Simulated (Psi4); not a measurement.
**CH₄FSi: single-point calculation**

- system: CH₄FSi, multiplicity 2
- method: SCS-MP2/aug-cc-pVDZ, UHF (Psi4 1.11)

The geometry was optimised with BP86/6-31G.

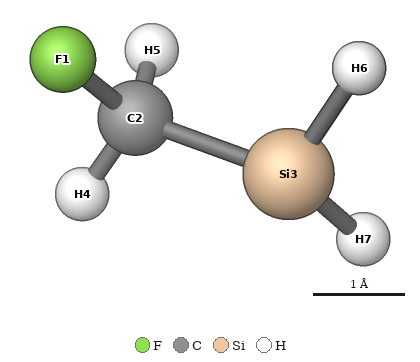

**Figure 1.** The input geometry (ball-and-stick view, seen at a tilt; atoms are numbered from 1 in the order of the input). Bond lengths as drawn: C–F 1.46 Å, C–H 1.10 to 1.11 Å, C–Si 1.95 Å and H–Si 1.52 Å.

Input (ch4fsi.py):
```python
import psi4

psi4.set_memory(1600000000)
psi4.set_num_threads(1)
psi4.set_output_file('psi4.out', False)

m = psi4.geometry("""
0 2
F
C 1 1.456053
Si 2 1.952858 1 109.39212
H 2 1.104165 1 108.41779 3 121.832
H 2 1.107122 4 108.83303 1 -116.87651
H 3 1.517375 2 110.5694 4 -179.27283
H 3 1.523225 6 110.76 2 122.00508
symmetry c1
""")

psi4.set_options({
    'basis': 'aug-cc-pVDZ',
    'reference': 'uhf',
    'freeze_core': True,
})

E = psi4.energy('scs-mp2', molecule=m)
print('E =', round(E, 9))
```

Run as:
```bash
python ch4fsi.py
```

Output:
```
Psi4 1.11 release

   => Loading Basis Set <=

    Name: AUG-CC-PVDZ
    Role: ORBITAL
    Keyword: BASIS

         ---------------------------------------------------------
                                   SCF
                              UHF Reference
                        1 Threads,   1525 MiB Core
         ---------------------------------------------------------

  ==> Geometry <==

    Molecular point group: c1
    Full point group: C1

    Geometry (in Angstrom), charge = 0, multiplicity = 2:

       Center              X                  Y                   Z               Mass
    ------------   -----------------  -----------------  -----------------  -----------------
         F            0.019085644711     0.871537309295    -1.352882458519    18.998403162730
         C            0.019085644711     0.871537309295     0.103170541481    12.000000000000
         SI           0.019085644711    -0.970531798595     0.751580727955    27.976926534650
         H            0.909131073980     1.424077289236     0.452024453066     1.007825032230
         H           -0.889124316066     1.407846234841     0.439691753901     1.007825032230
         H           -1.202931444743    -1.713958040937     0.245202859260     1.007825032230
         H            0.066081828866    -0.982791281669     2.274031208061     1.007825032230

  Running in c1 symmetry.

  Rotational constants: A =      0.98733  B =      0.16331  C =      0.14732 [cm^-1]
  Rotational constants: A =  29599.42040  B =   4895.92037  C =   4416.48543 [MHz]
  Nuclear repulsion =   98.051589594259482

  Charge       = 0
  Multiplicity = 2
  Electrons    = 33
  Nalpha       = 17
  Nbeta        = 16

  ==> Algorithm <==

  SCF Algorithm Type is PK.
  DIIS enabled.
  MOM disabled.
  Fractional occupation disabled.
  Guess Type is SAD.
  Energy threshold   = 1.00e-08
  Density threshold  = 1.00e-08
  Integral threshold = 1.00e-12

  ==> Primary Basis <==

  Basis Set: AUG-CC-PVDZ
    Blend: AUG-CC-PVDZ
    Number of shells: 49
    Number of basis functions: 109
    Number of Cartesian functions: 115
    Spherical Harmonics?: true
    Max angular momentum: 2

  ==> Integral Setup <==

  Using in-core PK algorithm.
   Calculation information:
      Number of atoms:                   7
      Number of AO shells:              49
      Number of primitives:            131
      Number of atomic orbitals:       115
      Number of basis functions:       109

      Integral cutoff                 1.00e-12
      Number of threads:                 1

  Performing in-core PK
  Using 35946020 doubles for integral storage.
  We computed 746256 shell quartets total.
  Whereas there are 750925 unique shell quartets.

  ==> DiskJK: Disk-Based J/K Matrices <==

    J tasked:                  Yes
    K tasked:                  Yes
    wK tasked:                  No
    Memory [MiB]:             1144
    Schwarz Cutoff:          1E-12

  Minimum eigenvalue in the overlap matrix is 5.4358367839E-04.
  Reciprocal condition number of the overlap matrix is 5.9055915227E-05.
    Using symmetric orthogonalization.

  ==> Pre-Iterations <==

  SCF Guess: Superposition of Atomic Densities via on-the-fly atomic UHF (no occupation information).

   -------------------------
    Irrep   Nso     Nmo
   -------------------------
     A        109     109
   -------------------------
    Total     109     109
   -------------------------

  ==> Iterations <==

                        Total Energy        Delta E     RMS |[F,P]|

   @UHF iter SAD:  -427.56435569870359   -4.27564e+02   0.00000e+00
   @UHF iter   1:  -428.45333162467557   -8.88976e-01   2.63407e-03 DIIS/ADIIS
   @UHF iter   2:  -428.50897460969088   -5.56430e-02   1.29625e-03 DIIS/ADIIS
   @UHF iter   3:  -428.51841320115091   -9.43859e-03   3.86535e-04 DIIS/ADIIS
   @UHF iter   4:  -428.52053529156495   -2.12209e-03   1.18586e-04 DIIS/ADIIS
   @UHF iter   5:  -428.52078608268675   -2.50791e-04   4.70621e-05 DIIS
   @UHF iter   6:  -428.52083714533103   -5.10626e-05   1.78511e-05 DIIS
   @UHF iter   7:  -428.52084720926382   -1.00639e-05   5.93144e-06 DIIS
   @UHF iter   8:  -428.52084830374520   -1.09448e-06   1.98056e-06 DIIS
   @UHF iter   9:  -428.52084841353320   -1.09788e-07   7.41169e-07 DIIS
   @UHF iter  10:  -428.52084842909710   -1.55639e-08   3.33880e-07 DIIS
   @UHF iter  11:  -428.52084843263782   -3.54072e-09   1.37828e-07 DIIS
   @UHF iter  12:  -428.52084843323678   -5.98959e-10   5.23499e-08 DIIS
   @UHF iter  13:  -428.52084843331448   -7.77050e-11   2.36992e-08 DIIS
   @UHF iter  14:  -428.52084843333085   -1.63709e-11   1.01895e-08 DIIS
   @UHF iter  15:  -428.52084843333387   -3.01270e-12   3.42638e-09 DIIS
  Energy and wave function converged.

  ==> Post-Iterations <==

   @Spin Contamination Metric:   4.211118158E-03
   @S^2 Expected:                7.500000000E-01
   @S^2 Observed:                7.542111182E-01
   @S   Expected:                5.000000000E-01
   @S   Observed:                5.000000000E-01

    Orbital Energies [Eh]
    ---------------------

    Alpha Occupied:

       1A    -68.812082     2A    -26.288957     3A    -11.325397
       4A     -6.158192     5A     -4.270290     6A     -4.260916
       7A     -4.260816     8A     -1.568315     9A     -0.948295
      10A     -0.725252    11A     -0.682341    12A     -0.666089
      13A     -0.628465    14A     -0.545166    15A     -0.491520
      16A     -0.461989    17A     -0.342571

    Alpha Virtual:

      18A      0.034343    19A      0.045679    20A      0.050084
      21A      0.065761    22A      0.075340    23A      0.084677
      24A      0.087804    25A      0.106546    26A      0.141336
      27A      0.152265    28A      0.158098    29A      0.165914
      30A      0.180171    31A      0.187588    32A      0.214120
      33A      0.223451    34A      0.228073    35A      0.269689
      36A      0.293692    37A      0.311043    38A      0.336952
      39A      0.345486    40A      0.356843    41A      0.368422
      42A      0.383659    43A      0.405545    44A      0.408538
      45A      0.424958    46A      0.440666    47A      0.452034
      48A      0.464809    49A      0.487915    50A      0.499606
      51A      0.518794    52A      0.532085    53A      0.540062
      54A      0.555210    55A      0.576516    56A      0.609920
      57A      0.634531    58A      0.642146    59A      0.664366
      60A      0.677931    61A      0.684452    62A      0.726699
      63A      0.763884    64A      0.781708    65A      0.823064
      66A      0.876360    67A      0.899282    68A      0.926945
      69A      0.978354    70A      0.990782    71A      1.019960
      72A      1.049720    73A      1.140100    74A      1.233499
      75A      1.317437    76A      1.350010    77A      1.378871
      78A      1.496030    79A      1.516017    80A      1.628153
      81A      1.637966    82A      1.732434    83A      1.775331
      84A      1.841789    85A      1.856636    86A      1.891470
      87A      1.894253    88A      1.917922    89A      1.958997
      90A      1.985655    91A      2.031617    92A      2.085210
      93A      2.119538    94A      2.131918    95A      2.169120
      96A      2.204239    97A      2.292322    98A      2.351924
      99A      2.392687   100A      2.535199   101A      2.553491
     102A      2.797758   103A      2.875145   104A      3.440779
     105A      4.985276   106A      4.998795   107A      5.099557
     108A      5.109381   109A      5.122028

    Beta Occupied:

       1A    -68.806290     2A    -26.289215     3A    -11.325044
       4A     -6.149350     5A     -4.256968     6A     -4.256862
       7A     -4.248459     8A     -1.568886     9A     -0.943080
      10A     -0.693528    11A     -0.680014    12A     -0.664081
      13A     -0.617187    14A     -0.541103    15A     -0.481768
      16A     -0.453999

    Beta Virtual:

      17A      0.022627    18A      0.036083    19A      0.047818
      20A      0.055432    21A      0.070917    22A      0.077182
      23A      0.090864    24A      0.098934    25A      0.110180
      26A      0.149640    27A      0.162494    28A      0.165406
      29A      0.170901    30A      0.200104    31A      0.205688
      32A      0.225563    33A      0.239476    34A      0.243971
      35A      0.274031    36A      0.297970    37A      0.313588
      38A      0.342243    39A      0.357987    40A      0.367329
      41A      0.377668    42A      0.394077    43A      0.409612
      44A      0.417596    45A      0.431954    46A      0.444298
      47A      0.461675    48A      0.473164    49A      0.491272
      50A      0.503976    51A      0.530904    52A      0.534884
      53A      0.549505    54A      0.568498    55A      0.583587
      56A      0.618037    57A      0.645096    58A      0.645654
      59A      0.668933    60A      0.682784    61A      0.704639
      62A      0.734555    63A      0.778741    64A      0.801810
      65A      0.849115    66A      0.896217    67A      0.908953
      68A      0.939617    69A      0.990028    70A      1.001526
      71A      1.024110    72A      1.053487    73A      1.143780
      74A      1.239791    75A      1.320391    76A      1.354094
      77A      1.384895    78A      1.496699    79A      1.516933
      80A      1.628747    81A      1.639589    82A      1.733451
      83A      1.776538    84A      1.842730    85A      1.860843
      86A      1.893620    87A      1.895252    88A      1.920825
      89A      1.961754    90A      1.989066    91A      2.034307
      92A      2.087892    93A      2.121478    94A      2.135081
      95A      2.172349    96A      2.206084    97A      2.294588
      98A      2.354168    99A      2.395186   100A      2.536227
     101A      2.555209   102A      2.798935   103A      2.876113
     104A      3.441064   105A      4.985027   106A      4.998646
     107A      5.099299   108A      5.108870   109A      5.121734

    Final Occupation by Irrep:
              A
    DOCC [    16 ]
    SOCC [     1 ]
    NA   [    17 ]
    NB   [    16 ]

  @UHF Final Energy:  -428.52084843333387

   => Energetics <=

    Nuclear Repulsion Energy =             98.0515895942594824
    One-Electron Energy =                -788.7323870713282759
    Two-Electron Energy =                 262.1599490437349687
    Total Energy =                       -428.5208484333338674

  UHF NO Occupations:
  HONO-2 :   15  A 1.9997799
  HONO-1 :   16  A 1.9983702
  HONO-0 :   17  A 1.0000000
  LUNO+0 :   18  A 0.0016298
  LUNO+1 :   19  A 0.0002201
  LUNO+2 :   20  A 0.0001978
  LUNO+3 :   21  A 0.0000487

Computation Completed

Properties will be evaluated at   0.000000,   0.000000,   0.000000 [a0]

Properties computed using the SCF density matrix

 Multipole Moments:

 ------------------------------------------------------------------------------------
     Multipole            Electronic (a.u.)      Nuclear  (a.u.)        Total (a.u.)
 ------------------------------------------------------------------------------------

 L = 1.  Multiply by 2.5417464519 to convert [e a0] to [Debye]
 Dipole X            :          1.0666503           -1.0645945            0.0020558
 Dipole Y            :          0.7758657           -0.7166056            0.0592601
 Dipole Z            :         -3.6481874            4.4902946            0.8421073
 Magnitude           :                                                    0.8441923

 ------------------------------------------------------------------------------------

	total time  =          4 seconds =       0.07 minutes
 MINTS: Wrapper to libmints.

   Calculation information:
      Number of threads:                 1
      Number of atoms:                   7
      Number of AO shells:              49
      Number of SO shells:              49
      Number of primitives:            131
      Number of atomic orbitals:       115
      Number of basis functions:       109

      Number of irreps:                  1
      Integral cutoff                 1.00e-12
      Number of functions per irrep: [ 109 ]

 OEINTS: Overlap, kinetic, potential, dipole, and quadrupole integrals
         stored in file 35.

      Computing two-electron integrals...done
      Computed 15783294 non-zero two-electron integrals.
        Stored in file 33.

  Module OCC Options:
  ----------------------------------------------------------------------------
  ACTIVE                        => (empty)
  BASIS_RELATIVISTIC            => (empty)
  BENCH                         => (empty)
  CACHELEVEL                    => (empty)
  CCL_ENERGY                    => (empty)
  CC_MAXITER                    => (empty)
  CC_TYPE                       => (empty)
  CEPA_OS_SCALE                 => (empty)
  CEPA_SOS_SCALE                => (empty)
  CEPA_SS_SCALE                 => (empty)
  CEPA_TYPE                     => (empty)
  CI_TYPE                       => (empty)
  CUBEPROP_BASIS_FUNCTIONS      => (empty)
  CUBEPROP_FILEPATH             => (empty)
  CUBEPROP_ISOCONTOUR_THRESHOLD => (empty)
  CUBEPROP_ORBITALS             => (empty)
  CUBEPROP_TASKS                => (empty)
  CUBIC_BASIS_TOLERANCE         => (empty)
  CUBIC_BLOCK_MAX_POINTS        => (empty)
  CUBIC_GRID_OVERAGE            => (empty)
  CUBIC_GRID_SPACING            => (empty)
  CUTOFF                        => (empty)
  DDX                           => (empty)
  DEBUG                         => (empty)
  DERTYPE                       => (empty)
  DF_BASIS_CC                   => (empty)
  DIE_IF_NOT_CONVERGED          => (empty)
  DIIS_MAX_VECS                 => (empty)
  DIIS_MIN_VECS                 => (empty)
  DKH_ORDER                     => (empty)
  DOCC                          => (empty)
  DO_DIIS                       => (empty)
  DO_LEVEL_SHIFT                => (empty)
  DO_SCS                        => (empty)
  DO_SOS                        => (empty)
  E3_SCALE                      => (empty)
  EA_POLES                      => (empty)
  EKT_EA                        => (empty)
  EKT_IP                        => (empty)
  EP_EA_POLES                   => (empty)
  EP_IP_POLES                   => (empty)
  EP_MAXITER                    => (empty)
  EXTERNAL_POTENTIAL_SYMMETRY   => (empty)
  E_CONVERGENCE                 => 1e-06           !
  FREEZE_CORE                   => 1               !
  FREEZE_CORE_POLICY            => (empty)
  FROZEN_DOCC                   => (empty)
  FROZEN_UOCC                   => (empty)
  INTEGRAL_PACKAGE              => (empty)
  IP_POLES                      => (empty)
  LEVEL_SHIFT                   => (empty)
  LITERAL_CFOUR                 => (empty)
  LS_THC_BASIS_TOLERANCE        => (empty)
  LS_THC_DF                     => (empty)
  LS_THC_PRUNING_SCHEME         => (empty)
  LS_THC_RADIAL_POINTS          => (empty)
  LS_THC_SPHERICAL_POINTS       => (empty)
  LS_THC_S_EPSILON              => (empty)
  LS_THC_WEIGHTS_TOLERANCE      => (empty)
  MAT_NUM_COLUMN_PRINT          => (empty)
  MAX_MOGRAD_CONVERGENCE        => (empty)
  MAX_RADIAL_MOMENT             => (empty)
  MBIS_D_CONVERGENCE            => (empty)
  MBIS_MAXITER                  => (empty)
  MBIS_PRUNING_SCHEME           => (empty)
  MBIS_RADIAL_POINTS            => (empty)
  MBIS_SPHERICAL_POINTS         => (empty)
  MOGRAD_DAMPING                => (empty)
  MOLDEN_WITH_VIRTUAL           => (empty)
  MO_MAXITER                    => (empty)
  MO_READ                       => (empty)
  MO_STEP_MAX                   => (empty)
  MO_WRITE                      => (empty)
  MP2_OS_SCALE                  => (empty)
  MP2_SOS_SCALE                 => (empty)
  MP2_SOS_SCALE2                => (empty)
  MP2_SS_SCALE                  => (empty)
  MP2_TYPE                      => (empty)
  MP_TYPE                       => (empty)
  NAT_ORBS                      => (empty)
  NUM_FROZEN_DOCC               => (empty)
  NUM_FROZEN_UOCC               => (empty)
  NUM_GPUS                      => (empty)
  OCC_ORBS_PRINT                => (empty)
  OEPROP                        => (empty)
  OPT_METHOD                    => (empty)
  ORBITAL_OPTIMIZER_PACKAGE     => (empty)
  ORB_OPT                       => FALSE           !
  ORB_RESP_SOLVER               => (empty)
  ORTH_TYPE                     => (empty)
  OS_SCALE                      => (empty)
  PARENT_SYMMETRY               => (empty)
  PCG_BETA_TYPE                 => (empty)
  PCG_CONVERGENCE               => (empty)
  PCG_MAXITER                   => (empty)
  PCM                           => (empty)
  PE                            => (empty)
  PRINT                         => (empty)
  PRINT_NOONS                   => (empty)
  PROPERTIES                    => (empty)
  PROPERTIES_ORIGIN             => (empty)
  PUREAM                        => (empty)
  QC_MODULE                     => (empty)
  RAS1                          => (empty)
  RAS2                          => (empty)
  RAS3                          => (empty)
  RAS4                          => (empty)
  RELATIVISTIC                  => (empty)
  RELAXED                       => (empty)
  REMP_A                        => (empty)
  RESTRICTED_DOCC               => (empty)
  RESTRICTED_UOCC               => (empty)
  RMS_MOGRAD_CONVERGENCE        => (empty)
  R_CONVERGENCE                 => (empty)
  SCF_TYPE                      => (empty)
  SCREENING                     => (empty)
  SCS_TYPE                      => (empty)
  SOCC                          => (empty)
  SOS_TYPE                      => (empty)
  SPIN_SCALE_TYPE               => SCS             !
  SS_SCALE                      => (empty)
  SYMMETRIZE                    => (empty)
  TPDM_ABCD_TYPE                => (empty)
  WFN                           => (empty)
  WFN_TYPE                      => OMP2            !
  WRITER_FILE_LABEL             => (empty)
  ZORA_BASIS_TOLERANCE          => (empty)
  ZORA_NR_DEBUG                 => (empty)
  ZORA_PRUNING_SCHEME           => (empty)
  ZORA_RADIAL_POINTS            => (empty)
  ZORA_SPHERICAL_POINTS         => (empty)

 ==============================================================================
 ==============================================================================
 ==============================================================================

                             MP2

 ==============================================================================
 ==============================================================================
 ==============================================================================

	MO spaces per irreps...

	IRREP   FC   AOCC  BOCC  AVIR    BVIR  FV
	==========================================
	   A     7    10     9    92     93     0
	==========================================

	Computing MP2 energy using SCF MOs (Canonical MP2)...
	==============================================================================
	Nuclear Repulsion Energy (a.u.)    :    98.05158959425948
	SCF Energy (a.u.)                  :  -428.52084843333387
	REF Energy (a.u.)                  :  -428.52084843333387
	Alpha-Alpha Contribution (a.u.)    :    -0.05539535993139
	Alpha-Beta Contribution (a.u.)     :    -0.33876210855003
	Beta-Beta Contribution (a.u.)      :    -0.04894240917849
	Scaled_SS Correlation Energy (a.u.):    -0.03477925636996
	Scaled_OS Correlation Energy (a.u.):    -0.40651453026003
	SCS-MP2 Total Energy (a.u.)        :  -428.96214221996388
	SOS-MP2 Total Energy (a.u.)        :  -428.92736296359391
	SCSN-MP2 Total Energy (a.u.)       :  -428.70448290696726
	SCS-MP2-VDW Total Energy (a.u.)    :  -429.00663281683285
	SOS-PI-MP2 Total Energy (a.u.)     :  -428.99511538530390
	MP2 Correlation Energy (a.u.)      :    -0.44309987765991
	MP2 Total Energy (a.u.)            :  -428.96394831099377
	==============================================================================

	total time  =          3 seconds =       0.05 minutes
```

Standard output:
```
E = -428.96214222
```

Summary:

| quantity | value |
| --- | --- |
| outcome | converged |
| total energy | −428.962142 hartree |
| SCF energy | −428.520848 hartree |
| MP2 energy | −428.963948 hartree |
| correlation energy | −0.441294 hartree |
| basis functions | 109 |
| ⟨S²⟩ | 0.754 |
| hardware | 1 thread of INTEL XEON PLATINUM @ 2.30GHz (Emerald Rapids), 24 GiB of memory available, shared host |
| wall time | 10 s |
| peak memory | 0.76 GiB |
